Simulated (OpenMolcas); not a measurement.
# W⁴⁺ among point charges: CASSCF and CASPT2 levels and susceptibility

How does a field of 5 point charges split the states of W⁴⁺, and what χT follows?

Program: OpenMolcas 26.06. Level of theory: state-averaged CASSCF and CASPT2, spin-orbit coupling by RASSI with atomic mean-field integrals. These are calculated values, not measurements, unless marked.

### 1 Starting point

* Species: W⁴⁺ (tungsten, Z = 74, 70 electrons)
* Basis: ANO-RCC-VDZP [7s6p4d2f1g], 68 functions
* Scalar Hamiltonian: DKH2, point nucleus
* Inactive shells: 1s 2s 2p 3s 3p 3d 4s 4p 4d 4f 5s 5p
* Active space: 2 electrons in 5 orbitals (5d)
* Some configurations of this space: 5d2
* Orbitals: optimised for each spin and parity, averaged over all roots

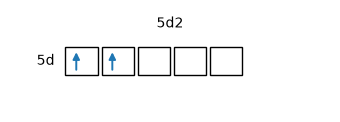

Outer shells as boxes.

The ion sits among 5 point charges of -2 e arranged as a trigonal bipyramid (D3h), 2.47 Å from the ion, with the axial distance 2.124 Å.

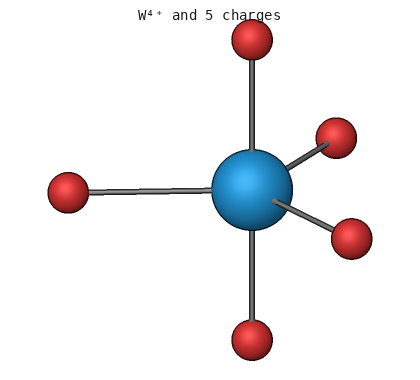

The ion and the point charges (red).

Each step is its own input file, run in one work folder so that later steps find the files of earlier ones. Labels, J, g values, rates, χT and fits are worked out afterwards by a script from the matrices that RASSI stores.

### 2 Basis and integrals

File a.inp:

```
&GATEWAY
Coord
1

W 0.0 0.0 0.0
Basis=ANO-RCC-VDZP
Group=NoSym
NoMove
AngMom=0.0 0.0 0.0
AMFI
XField
5 Angstrom 0
2.470000 0.000000 0.000000 -2.000000
-1.235000 2.139083 0.000000 -2.000000
-1.235000 -2.139083 0.000000 -2.000000
0.000000 0.000000 2.124200 -2.000000
0.000000 0.000000 -2.124200 -2.000000
&SEWARD
```

### 3 CASSCF: triplets, 10 roots

File a.inp:

```
&RASSCF
FileOrb=start.orb
Symmetry=1
Spin=3
nActEl=2 0 0
Inactive=34
Ras2=5
CIRoot=10 10 1
SDav=10
CIMx=300
Iter=120 100
PrWF=0.3
OrbListing=Nothing
MaxOrb=0
>>> COPY $Project.JobIph JOB001
```

start.orb holds the contracted functions of the basis, ordered by shell, or the orbitals of the step before.

### 4 Reference wave functions, singlets, 15 roots

File a.inp:

```
&RASSCF
FileOrb=start.orb
Symmetry=1
Spin=1
nActEl=2 0 0
Inactive=34
Ras2=5
CIRoot=15 15 1
SDav=15
CIMx=300
Iter=120 100
PrWF=0.3
OrbListing=Nothing
MaxOrb=0
>>> COPY $Project.JobIph JOB002
```

### 5 RASSI: spin-orbit coupling between the states

File a.inp:

```
&RASSI
NrOfJobIphs=2 10 15
1 2 3 4 5 6 7 8 9 10
1 2 3 4 5 6 7 8 9 10 11 12 13 14 15
IphNames
JOB001
JOB002
EJob
SpinOrbit
DIPRint=1.0
SOCoupling=1000.0
Subsets=2
Property=9
'ANGMOM' 1 'ANGMOM' 2 'ANGMOM' 3 'MLTPL  1' 1 'MLTPL  1' 2 'MLTPL  1' 3
'AMFI' 1 'AMFI' 2 'AMFI' 3
SOProperty=3
'ANGMOM' 1 'ANGMOM' 2 'ANGMOM' 3
```

### 6 CASPT2: IPEA 0.25, imaginary shift 0.1 (closed shells correlated: 4f 5s 5p)

File a.inp:

```
>>> COPY JOB001 $Project.JobIph
&CASPT2
Multistate=10 1 2 3 4 5 6 7 8 9 10
NoMult
Frozen=23
IPEA=0.25
Imaginary=0.1
MaxIter=60
WThr=0.0 0.3 0.05
PrWF=0.5
NoMix
>>> COPY JOB002 $Project.JobIph
&CASPT2
Multistate=15 1 2 3 4 5 6 7 8 9 10 11 12 13 14 15
NoMult
Frozen=23
IPEA=0.25
Imaginary=0.1
MaxIter=60
WThr=0.0 0.3 0.05
PrWF=0.5
NoMix
```

(Steps that only read results are left out.)

Before running it: what results should come out? Wanted: spin-free ground state; first state of the same spin within the active space; lowest level; next level.

The runs gave:

| quantity | value |
| --- | --- |
| method | SS-CASPT2, IPEA 0.25, imaginary shift 0.1 (closed shells correlated: 4f 5s 5p) |
| spin-free ground state | 3A1, 1-fold in its orbital part |
| first state of the same spin within the active space | 3A2 at 21 cm⁻¹ |
| lowest level | 1-fold A1 |
| next level | 427.4 cm⁻¹ |
| χT at 300 K | 0.08 cm³ K/mol |
| effective moment at 300 K | 0.79 μB |

Cost by method:

```tsv
method	time of its own steps	time with the reference
A. CASSCF	5.4 s	5.4 s
B. SS-CASPT2, IPEA 0.25, imaginary shift 0.1, +4f 5s 5p	7 s	12 s
```

Times are of one thread on a shared host.

**Reading.** The spin-free ground state (3A1) comes to 100 % from free-ion F terms and keeps the highest spin of the shell. χT at 300 K is 0.08, against 1.00 cm³ K/mol for the spin alone, so spin-orbit coupling lowers it. CASPT2 does not keep the components of a term degenerate, and the means are used. The field of point charges can differ much from that of real complexes. Point charges carry no covalency, so the field is a model and not that of real ligands.
